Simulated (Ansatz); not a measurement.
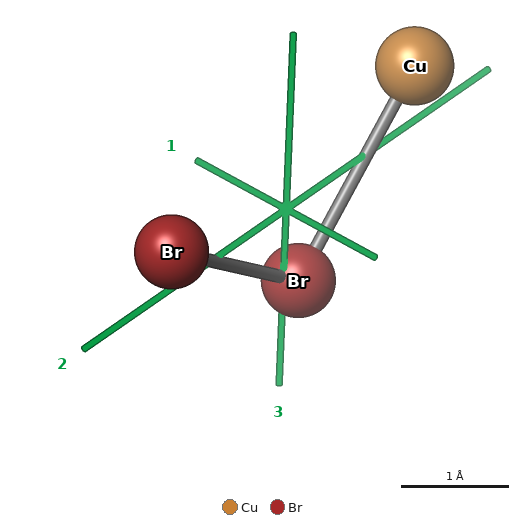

The three principal axes of inertia are drawn and numbered. Distant atoms are faded towards the background colour. State: charge +1, singlet. The geometry was computed by an optimisation with PBE-D4/def2-SVP. No frequency run is at hand to confirm it as a minimum. Other spin states may lie lower. Masses are those of the most abundant isotopes; constants are for the rigid equilibrium geometry.

Question: Which line is the a axis (least moment of inertia), which b and which c?

Answer: a is line 2, b is line 3, c is line 1; the moments are 117, 436, 553 u Å².

Question: Classify the rotor and give the rotational constants (cm⁻¹).

Answer: An asymmetric top (Cs): A = 0.144, B = 0.0387, C = 0.0305 cm⁻¹. Ray's parameter κ is −0.86, close to the prolate limit.
